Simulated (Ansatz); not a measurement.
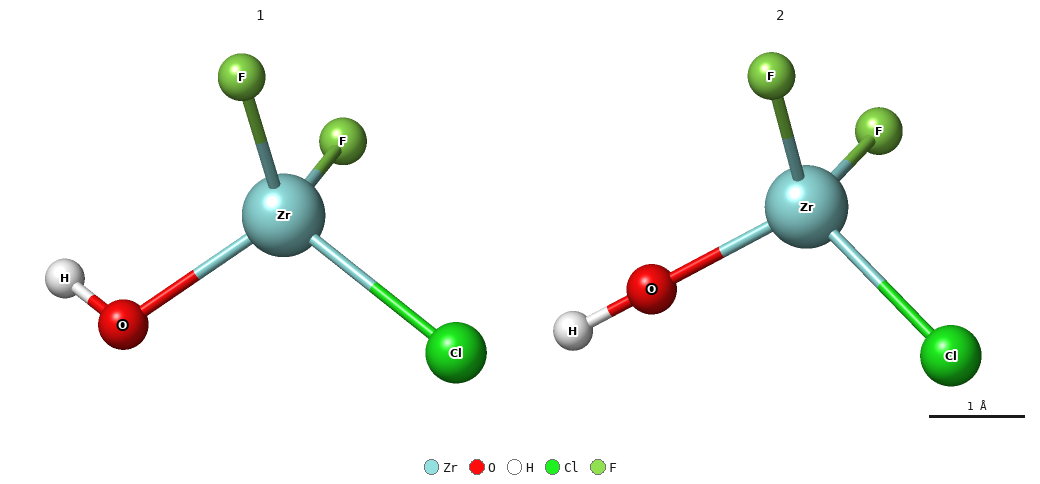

Two geometries of ZrHOClF2, drawn at one scale. One is the start of a relaxation, the other its converged end. The picture is a ball-and-stick view, seen at a tilt.

Method: RKS PBE/def2-SVP in Ansatz 0.2.0. (no spin polarisation; force threshold 0.02 eV/Å; at most 40 steps)

Which of the two is the end point?

Answer. Structure 2 is the relaxed one. The run prepares the start of a later molecular dynamics calculation, from a guessed geometry. Over 9 geometry steps the energy falls by 15.4 kcal/mol. The largest force component goes from 2.2 to 0.0075 eV/Å. The largest move after the best rigid fit is that of the H atom, 0.61 Å. Largest moves by element: H 0.61 Å, O 0.42 Å, Cl 0.28 Å, F 0.23 Å, Zr 0.10 Å. Near-neighbour distances that change, for instance: O–Zr 2.070 → 1.906 Å, Cl–Zr 2.520 → 2.371 Å, F–Zr 1.979 → 1.912 Å, H–O 1.010 → 0.967 Å. Among the angles between lasting bonds that change: Zr–O–H 109.5° → 179.7°. The run took 23 s on 2 threads of Arm Neoverse V2, with other jobs on the host, peak memory 0.15 GiB.
